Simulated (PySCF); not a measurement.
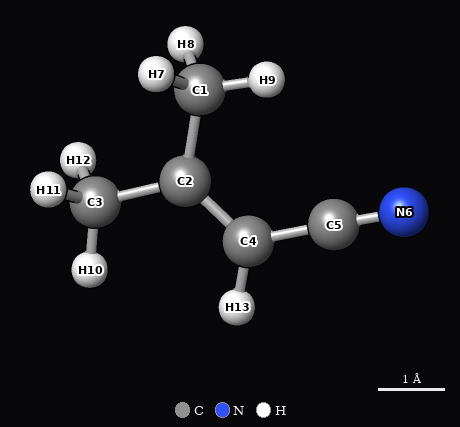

Starting structure of C5H7N. Style: ball-and-stick. Shown at a tilt.

The start comes from GFN2-xTB.

The calculation used PBE0-D3(BJ)/def2-SVP geometry optimisation, gas phase in PySCF.

```xyz
13

C     0.3940    1.2838    0.2736
C    -0.1668   -0.0677   -0.0281
C    -1.6515   -0.1418   -0.1694
C     0.6058   -1.1517   -0.1653
C     2.0053   -1.1282   -0.0417
N     3.1493   -1.1307    0.0552
H    -0.0220    1.6607    1.2079
H     0.1195    1.9862   -0.5133
H     1.4773    1.2534    0.3575
H    -1.9851   -1.1540   -0.3836
H    -2.1311    0.1997    0.7478
H    -1.9831    0.5148   -0.9738
H     0.1839   -2.1241   -0.3847
```

### Where does the relaxation end?

The largest move after the best rigid fit is that of H13, 0.033 Å. By element the largest moves are H 0.033 Å, N 0.032 Å, C 0.022 Å. Near-neighbour distances that change, for instance: C4–C5 1.405 → 1.425 Å, C5–N6 1.148 → 1.161 Å, C1–H7 1.090 → 1.102 Å, C2–C4 1.338 → 1.350 Å. After 3 geometry steps the energy has fallen by 0.046 eV. The largest force component goes from 1.7 to 0.02 eV/Å. The run took of the order of 18 core-seconds on a shared host.

Final geometry:

```xyz
13

C     0.4005    1.2885    0.2751
C    -0.1661   -0.0611   -0.0268
C    -1.6514   -0.1496   -0.1705
C     0.6042   -1.1605   -0.1679
C     2.0232   -1.1415   -0.0432
N     3.1800   -1.1383    0.0567
H    -0.0240    1.6783    1.2146
H     0.1206    2.0044   -0.5149
H     1.4946    1.2745    0.3640
H    -1.9892   -1.1717   -0.3875
H    -2.1490    0.1958    0.7507
H    -2.0002    0.5135   -0.9793
H     0.1524   -2.1317   -0.3886
```
